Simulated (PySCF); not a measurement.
C₇H₇FS (SMILES C=C(C)c1ccc(F)s1)

Input

```
{"job": {"kind": "nmr", "xc": "PBE0", "basis": "pcSseg-1", "pop": false}, "charge": 0, "multiplicity": 1}
C     -2.082000     0.573900    -1.153200
C     -1.383700     0.249200    -0.035900
C     -2.046700     0.390900     1.281900
C     -0.024000    -0.171100     0.006000
C      0.688300    -0.572400     1.076900
C      1.983000    -0.991800     0.774400
C      2.256800    -0.962700    -0.523600
F      3.354800    -1.386700    -1.115100
S      0.922700    -0.369200    -1.471100
H     -3.143800     0.877000    -1.054500
H     -1.683900     0.531700    -2.156300
H     -1.451600     1.124200     1.946100
H     -2.009100    -0.586100     1.826100
H     -3.031000     0.703800     1.130100
H      0.303500    -0.695300     2.103700
H      2.725200    -1.296100     1.547600
```

Run with:

```sh
OMP_NUM_THREADS=1 python probes_run.py task.json out
```

Geometry: GFN2-xTB, MD frame at 250 fs, 200 K.

Method: PBE0/pcSseg-1, SCF density, gas phase, non-relativistic (PySCF 2.14.0).

> What can the converged electron density and electron localisation function tell about the bonding?

C–F (1.32 Å): ρ at the midpoint is about 2.4 e/Å³; the ELF peaks at about 0.85 between the atoms, as expected for a polar covalent bond.
C–C (1.33 Å): ρ is about 2.3 e/Å³ halfway; the ELF peaks at about 0.95 between the atoms: a multiple bond.
C–S (1.74 Å): the density is about 1.4 e/Å³ at the midpoint; the ELF peaks at about 0.90 between the atoms, as expected for a shared electron pair.
C–H (1.04 Å): ρ is about 2.2 e/Å³ halfway; the ELF climbs to about 1 towards the hydrogen, as it does in any bond to H: an ordinary covalent bond to hydrogen.

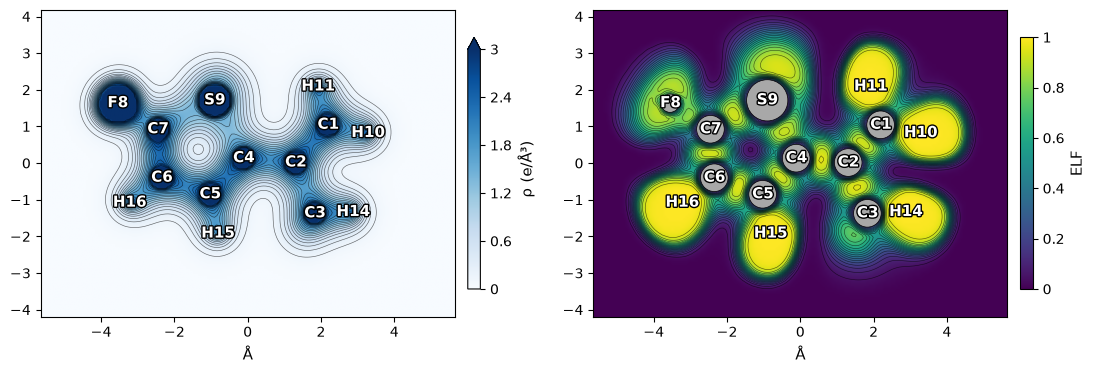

Computed electron density and electron localisation function on the plane of atoms C7, C6 and H16, in this order. Grey discs cover the atomic cores in the ELF map. 
